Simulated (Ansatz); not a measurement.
**One shape, several levels: SiHF (SMILES F[SiH])**

We compute a comparison of 6 runs (B3LYP/STO-3G, CAM-B3LYP/STO-3G, PBE/STO-3G, MP2/STO-3G, UMP2/STO-3G, CCSDT/STO-3G) of SiHF. 

The calculation is run with Ansatz 0.2.0.

61 further runs of the same task are left out: 7 that didn't finish, 54 set aside as unsound or not needed.

### Step 1. The structure to begin with

The species is SiHF (3 atoms), meant as a singlet with charge 0. SMILES: `F[SiH]`. The Si2–F1 distance was set to 4.030 Å, away from the relaxed value. At this shape a bond of the SMILES string is far longer than usual.

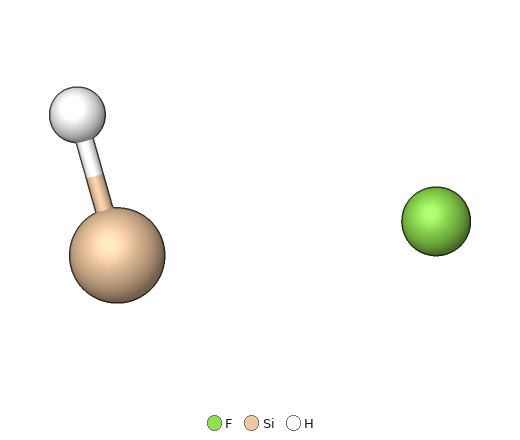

The structure, seen from a chosen angle (fluorine green, silicon light orange, hydrogen white).

### Step 2. A single-point energy at B3LYP/STO-3G (run 1)

File in.yaml:

```yaml
crystal:
  periodic: [false, false, false]
  atoms:
    - {symbol: F, position_ang: [-3.005684, -0.883093, -1.766441]}
    - {symbol: Si, position_ang: [0.186800, 0.629400, 0.173800]}
    - {symbol: H, position_ang: [0.892400, -0.718600, 0.415300]}
basis:
  gaussian:
    orbitals: STO-3G
accuracy: high
hamiltonian:
  xc: {name: B3LYP}
```

Started as:

```console
$ ansatz run in.yaml --threads 1 --pin off --max-ram 2610MiB --events-out events.jsonl --progress --plain --runs-dir runs
```

What it wrote:

```text
Warning: RAYON_NUM_THREADS=1 ignored (pool sized by the plan → 1); use --threads N
Functional definition: B3LYP
  name "B3LYP"
  parameter a0 = 0.2
  parameter ax = 0.72
  parameter ac = 0.81
  exchange = (1 - a0 - ax)*slater_x + ax*b88_x + a0*exact_x
  correlation = (1 - ac)*vwn_rpa_c + ac*lyp_c
218 factors; integrals over basis functions are off by at most 3.3e-8 eV
mean field evaluation 1: about -10461.1853 eV, gradient 1.5e1 eV
mean field evaluation 2: about -10084.0624 eV, gradient 7.1e0 eV
mean field evaluation 4: about -10458.9691 eV, gradient 3.1e1 eV
mean field evaluation 8: about -10470.2137 eV, gradient 1.6e0 eV
mean field evaluation 16: about -10470.2212 eV, gradient 2.2e-8 eV
mean field evaluation 32: about -10464.6418 eV, gradient 4.1e-2 eV
mean field evaluation 64: about -10450.5055 eV, gradient 9.2e0 eV
mean field evaluation 96: about -10470.2185 eV, gradient 5.0e-2 eV
mean field evaluation 128: about -10470.2212 eV, gradient 2.2e-8 eV
mean field -10470.22124258 eV, -384.7735336939 hartree, gradient 2.2e-8 eV, S^2 0.000000; 8 other end points of the search recorded, 0 dependent functions left out
reference -10470.22126616 eV, -384.7735345606 hartree; 12, 12 occupied and 3, 3 virtual orbitals, 218 factors
Total energy: -10470.22126616 eV, -384.7735345606 hartree
```

Wall time 1.2 s (1 thread of AMD EPYC 9R14 (Zen 4), shared host).

### Step 3. The energy at CAM-B3LYP/STO-3G (run 2)

Changes to in.yaml since step 2:

```diff
@@ -11,2 +11,2 @@
 hamiltonian:
-  xc: {name: B3LYP}
+  xc: {name: CAM-B3LYP}
```

Started as:

```console
$ ansatz run in.yaml --threads 1 --pin off --max-ram 2610MiB --events-out events.jsonl --progress --plain --runs-dir runs
```

What it wrote, shortened:

```text
Warning: RAYON_NUM_THREADS=1 ignored (pool sized by the plan → 1); use --threads N
Functional definition: CAM-B3LYP
  name "CAM-B3LYP"
[...]
218 factors; integrals over basis functions are off by at most 3.3e-8 eV
104 factors; integrals over basis functions are off by at most 1.2e-9 eV
[...]
mean field -10467.77403597 eV, -384.6836005096 hartree, gradient 2.3e-8 eV, S^2 0.000000; 4 other end points of the search recorded, 0 dependent functions left out
reference -10467.77404744 eV, -384.6836009312 hartree; 12, 12 occupied and 3, 3 virtual orbitals, 218 factors
Total energy: -10467.77404744 eV, -384.6836009312 hartree
```

Wall time 0.74 s (1 thread of AMD EPYC 9R14 (Zen 4), shared host).

Runs 3 to 4 aren't shown in full; the table further down has their settings and results.

### Step 4. The energy at UMP2/STO-3G (run 5)

Changes to in.yaml since step 3:

```diff
@@ -7,6 +7,5 @@
 basis:
-  gaussian:
-    orbitals: STO-3G
+  gaussian: {orbitals: STO-3G}
+correlation: {method: mp2, frozen_orbitals: {F: 1, H: 0, Si: 5}}
+magnetization: {spin_polarized: true, initial_magnetization: 0}
 accuracy: high
-hamiltonian:
-  xc: {name: CAM-B3LYP}
```

Started as:

```console
$ ansatz run in.yaml --threads 1 --pin off --max-ram 2610MiB --events-out events.jsonl --progress --plain --runs-dir runs
```

What it wrote, shortened:

```text
Warning: RAYON_NUM_THREADS=1 ignored (pool sized by the plan → 1); use --threads N
Functional definition: HF
  name "HF"
[...]
218 factors; integrals over basis functions are off by at most 3.3e-8 eV
[...]
mean field -10450.34641700 eV, -384.0431473254 hartree, gradient 1.8e-8 eV, S^2 1.003108; 22 other end points of the search recorded, 0 dependent functions left out
6 core orbitals not correlated: weight in the atoms' cores, before any rotation towards them, 1.000 or more for the frozen orbitals, at most 0.000 for the correlated occupied ones
reference -10450.34641700 eV, -384.0431473254 hartree; 6, 6 occupied and 3, 3 virtual orbitals, 218 factors
second order -0.57069412 eV of doubles, -0.00000000 eV of singles
Total energy: -10450.91711111 eV, -384.0641199473 hartree
```

Run time: 0.52 s. Hardware: 1 thread of AMD EPYC 9R14 (Zen 4), shared host.

### Step 5. The energy at CCSDT/STO-3G (run 6)

File run.yaml:

```yaml
crystal:
  periodic: [false, false, false]
  atoms:
    - {symbol: F, position_ang: [-3.005684, -0.883093, -1.766441]}
    - {symbol: Si, position_ang: [0.186800, 0.629400, 0.173800]}
    - {symbol: H, position_ang: [0.892400, -0.718600, 0.415300]}
basis:
  gaussian:
    orbitals: STO-3G
correlation:
  method: ccsdt
  frozen_orbitals: {F: 1, H: 0, Si: 5}
accuracy: high
scf:
  omitted_lower_state_checks: [cluster_reference, increment]
```

Started as:

```console
$ ansatz run run.yaml --threads 1 --pin off --max-ram 2610MiB --events-out events.jsonl --progress --plain --runs-dir runs
```

What it wrote:

```text
Warning: RAYON_NUM_THREADS=1 ignored (pool sized by the plan → 1); use --threads N
[... 14 lines left out ...]
6 core orbitals not correlated: weight in the atoms' cores, before any rotation towards them, 1.000 or more for the frozen orbitals, at most 0.000 for the correlated occupied ones
[... 243 lines left out ...]
WARN: these amplitudes may be one of several solutions (largest doubles amplitude 1.11, level shift 17.64 eV)
Total energy: -10451.29390618 eV, -384.0779669107 hartree
Checks for a lower state left out: cluster_reference, increment
```

It took 0.48 s on 1 thread of AMD EPYC 9R14 (Zen 4), shared host.

### Step 6. All runs side by side

```csv
run,level,frozen core orbitals,energy (Eh),wall time
1,B3LYP/STO-3G,–,-384.773535,1.2 s
2,CAM-B3LYP/STO-3G,–,-384.683601,0.74 s
3,PBE/STO-3G,–,-384.551480,2.1 s
4,MP2/STO-3G,6,-384.056073,0.16 s
5,UMP2/STO-3G,6,-384.064120,0.52 s
6,CCSDT/STO-3G,6,-384.077967,0.48 s
```

### Step 7. Summary of results

| quantity | value |
| --- | --- |
| run 6: total energy | -384.07797 Eh |
| run 6: correlation energy (6 core orbitals frozen) | -295.2 mEh |
| run 6: T1 diagnostic | 0.141 |

What this shows: Totals of different functionals can't be ranked against each other. In runs 4, 6 the log says that unrestricted orbitals would lower the reference, so the values rest on an unstable closed-shell determinant (other closed-shell runs at this shape may share the fault). In runs 1, 2, 3, 4, 5, 6 the basis is minimal, so the values are rough. In runs 1, 2, 3, 4 a closed-shell determinant meets a far-stretched bond, which it describes badly. Spin contamination of the reference: run 5 ⟨S²⟩ = 1.00. Where it is this large, the reference is a mixture of spin states, and values that rest on it are in doubt. All runs together took 5.2 s, the longest 2.1 s.
